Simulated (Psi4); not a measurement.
# BHLYP/6-31G(d) (spherical functions) run of CHClFNSi (SMILES FC1=N[SiH]1Cl)

Aim: the vertical singlet–triplet gap of CHClFNSi at BHLYP/6-31G* (spherical functions), from 2 runs. 

The calculation is run with Psi4 1.11.

1 further run of the same task is left out (it didn't finish).

## Step 1: The molecule

CHClFNSi has 6 atoms, charge 0, and is taken as a singlet. SMILES: `FC1=N[SiH]1Cl`. Geometry: relaxed at PBE0-D4/def2-TZVP.

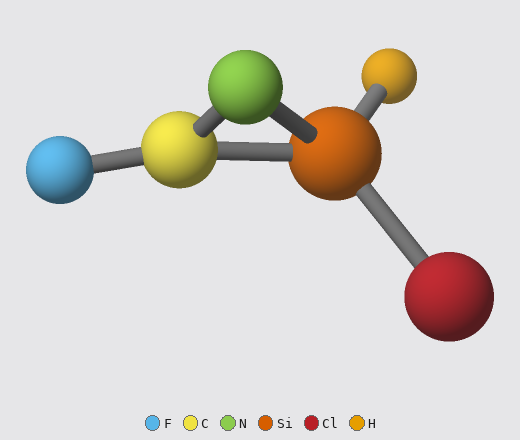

The structure, seen from a chosen angle (fluorine blue, carbon yellow, nitrogen green, silicon orange, chlorine red, hydrogen amber).

## Step 2: Energy and gradient at BHLYP/6-31G(d) (spherical functions)

Input file chclfnsi.py:

```python
import psi4

psi4.set_memory('2200 MB')
psi4.set_num_threads(1)
psi4.set_output_file('run.log', False)

geom = psi4.geometry("""
F      0.29914365    -4.31103221    -1.20696808
C      0.40931468    -1.97230716    -0.40081091
N      2.34382731    -0.74020572     0.30424591
Si    -0.44200694     1.12098554     0.44370769
Cl    -0.99342902     3.91211102    -2.10987922
H     -1.53748117     1.86969503     2.88258823
units au
symmetry c1
no_reorient
no_com
""")

options = {'basis': '6-31G*', 'puream': True, 'e_convergence': 1e-09, 'd_convergence': 1e-08, 'scf_type': 'pk', 'dft_radial_points': 99, 'dft_spherical_points': 590}
psi4.set_options(options)

E, wfn = psi4.gradient("bhhlyp", return_wfn=True)
print('gradient / Eh bohr^-1')
print(E.np.round(6))
print(f'energy = {wfn.energy():.10f} Eh')
```

On the command line:

```sh
python chclfnsi.py
```

run.log:

```text
[...]
  Running in c1 symmetry.
[...]
  Nuclear repulsion =  257.916144839213416
[...]
  Multiplicity = 1
[...]
  Nalpha       = 27
  Nbeta        = 27
[...]
    Number of basis functions: 80
[...]
   @RKS iter   1:  -942.70224073207203   -6.48202e-02   6.95393e-03 DIIS/ADIIS
[...]
   @RKS iter  13:  -942.84746041072117   -1.13687e-12   4.83144e-09 DIIS
[...]
    Orbital Energies [Eh]
    ---------------------
    Doubly Occupied:
       1A   -102.813598     2A    -67.229466     3A    -25.359576
       4A    -14.833425     5A    -10.733752     6A     -9.907703
       7A     -7.557577     8A     -7.552874     9A     -7.552492
      10A     -5.694457    11A     -3.958549    12A     -3.957795
      13A     -3.956198    14A     -1.422818    15A     -1.089971
      16A     -0.971977    17A     -0.716603    18A     -0.653414
      19A     -0.591345    20A     -0.574804    21A     -0.540686
      22A     -0.493935    23A     -0.462885    24A     -0.430249
      25A     -0.408586    26A     -0.399104    27A     -0.325505
[...]
  @RKS Final Energy:  -942.84746041072117
   => Energetics <=
    Nuclear Repulsion Energy =            257.9161448392134162
    One-Electron Energy =               -1814.4683568154755449
    Two-Electron Energy =                 650.9490044962039974
    DFT Exchange-Correlation Energy =     -37.2442529306629808
    Empirical Dispersion Energy =           0.0000000000000000
    VV10 Nonlocal Energy =                  0.0000000000000000
    Total Energy =                       -942.8474604107211690
[...]
 Multipole Moments:
 ------------------------------------------------------------------------------------
     Multipole            Electronic (a.u.)      Nuclear  (a.u.)        Total (a.u.)
 ------------------------------------------------------------------------------------
 L = 1.  Multiply by 2.5417464519 to convert [e a0] to [Debye]
 Dipole X            :          2.2915415           -3.0588996           -0.7673581
 Dipole Y            :        -27.9244569           28.2548070            0.3303501
 Dipole Z            :         38.3354658          -37.9113077            0.4241581
 Magnitude           :                                                    0.9369524
[...]
  -Total Gradient:
     Atom            X                  Y                   Z
    ------   -----------------  -----------------  -----------------
       1        0.000711249958    -0.002445973748    -0.000866643896
       2       -0.006347213372    -0.002525412485    -0.001430772506
       3        0.007951436545     0.002371340786     0.001936551948
       4       -0.002141972267     0.004105120817    -0.006251359893
       5        0.000996924140    -0.002705130388     0.002541676597
       6       -0.001168671151     0.001184652303     0.004065019924
[...]
```

The script printed:

```text
gradient / Eh bohr^-1
[[ 0.000711 -0.002446 -0.000867]
 [-0.006347 -0.002525 -0.001431]
 [ 0.007951  0.002371  0.001937]
 [-0.002142  0.004105 -0.006251]
 [ 0.000997 -0.002705  0.002542]
 [-0.001169  0.001185  0.004065]]
energy = -942.8474604107 Eh
```

Run time: 12 s. Hardware: 1 thread of Intel Xeon 6975P-C (Granite Rapids), shared host; peak memory 0.91 GiB.

## Step 3: The triplet, same level

Input file job.inp:

```
memory 2.2 GB

molecule {
  0 3
  F
  C 1 R2
  N 2 R3 1 A3
  Si 2 R4 3 A4 1 D4
  Cl 4 R5 2 A5 3 D5
  H 4 R6 2 A6 3 D6

  R2 = 1.310359
  R3 = 1.269752
  A3 = 128.06143
  R4 = 1.755594
  A4 = 69.71529
  D4 = -178.74288
  R5 = 2.023039
  A5 = 123.20994
  D5 = 99.35372
  R6 = 1.469243
  A6 = 125.1896
  D6 = -99.10552
  units angstrom
  symmetry c1
}

set {
  basis 6-31G*
  reference uks
  puream true
  e_convergence 1e-09
  d_convergence 1e-08
  scf_type pk
  dft_radial_points 99
  dft_spherical_points 590
  maxiter 100
}

e, wfn = gradient("bhhlyp", return_wfn=True)
oeprop(wfn, "QUADRUPOLE", "MAYER_INDICES", "LOWDIN_CHARGES", title="BHHLYP")
```

On the command line:

```sh
psi4 job.inp job.out -n 1
```

job.out, cut to the lines that bear on the results:

```text
[...]
  Running in c1 symmetry.
[...]
  Nuclear repulsion =  257.916157043417343
[...]
  Multiplicity = 3
[...]
  Nalpha       = 28
  Nbeta        = 26
[...]
    Number of basis functions: 80
[...]
   @UKS iter   1:  -942.52388887756706    1.13531e-01   6.91674e-03 DIIS/ADIIS
[...]
   @UKS iter  21:  -942.69144185427660   -7.16227e-12   8.61667e-09 DIIS
[...]
   @S^2 Observed:                2.016613834E+00
[...]
  @UKS Final Energy:  -942.69144185427660
   => Energetics <=
    Nuclear Repulsion Energy =            257.9161570434173427
    One-Electron Energy =               -1814.4311461739639526
    Two-Electron Energy =                 651.0849489974875723
    DFT Exchange-Correlation Energy =     -37.2614017212175881
    Empirical Dispersion Energy =           0.0000000000000000
    VV10 Nonlocal Energy =                  0.0000000000000000
    Total Energy =                       -942.6914418542766043
[...]
  -Total Gradient:
     Atom            X                  Y                   Z
    ------   -----------------  -----------------  -----------------
       1        0.000634425467    -0.015727838945     0.016137430702
       2        0.000360111806    -0.060640621206     0.082968602741
       3       -0.000663276993     0.070910262922    -0.089821442163
       4        0.005226959604     0.007444504452    -0.007091199715
       5       -0.001009213356    -0.001639270743    -0.002998493753
       6       -0.004548049643    -0.000349388613     0.000789191188
[...]
 Multipole Moments:
 ------------------------------------------------------------------------------------
     Multipole            Electronic (a.u.)      Nuclear  (a.u.)        Total (a.u.)
 ------------------------------------------------------------------------------------
 L = 1.  Multiply by 2.5417464519 to convert [e a0] to [Debye]
 Dipole X            :          1.7892043           -2.1430174           -0.3538131
 Dipole Y            :          0.3926717            0.2635136            0.6561853
 Dipole Z            :         -1.5244745            2.2144746            0.6900001
 Magnitude           :                                                    1.0158065
 L = 2.  Multiply by 1.3450342976 to convert [e a0^2] to [Debye ang]
 Quadrupole XX       :       -162.4511404          131.7158523          -30.7352881
 Quadrupole XY       :        -76.2266062           75.0391700           -1.1874362
[...]
```

Run time: 24 s. Hardware: 1 thread of Intel Xeon 6975P-C (Granite Rapids), shared host; peak memory 0.91 GiB.

## Step 4: What came out

Level: BHLYP/6-31G* (spherical functions).

| quantity | value |
| --- | --- |
| singlet: total energy | -942.84746 Eh |
| singlet: dipole moment | 2.38 D |
| singlet: HOMO energy | -8.86 eV |
| singlet: LUMO energy | 0.30 eV |
| singlet: HOMO–LUMO gap | 9.15 eV |
| singlet: largest force on an atom | 0.438 eV/Å |
| triplet: total energy | -942.69144 Eh |
| triplet: dipole moment | 2.58 D |
| triplet: HOMO energy (highest over α and β) | -4.52 eV |
| triplet: LUMO energy (lowest over α and β) | -3.39 eV |
| triplet: ⟨S²⟩ | 2.017 |
| triplet: largest force on an atom | 5.885 eV/Å |
| vertical energy of the triplet above the singlet | 4.245 eV |

What this shows: At this shape the triplet lies 4.25 eV (410 kJ/mol) above the singlet. The largest force (singlet) is 0.44 eV/Å: the shape isn't a stationary point for this species at this level.
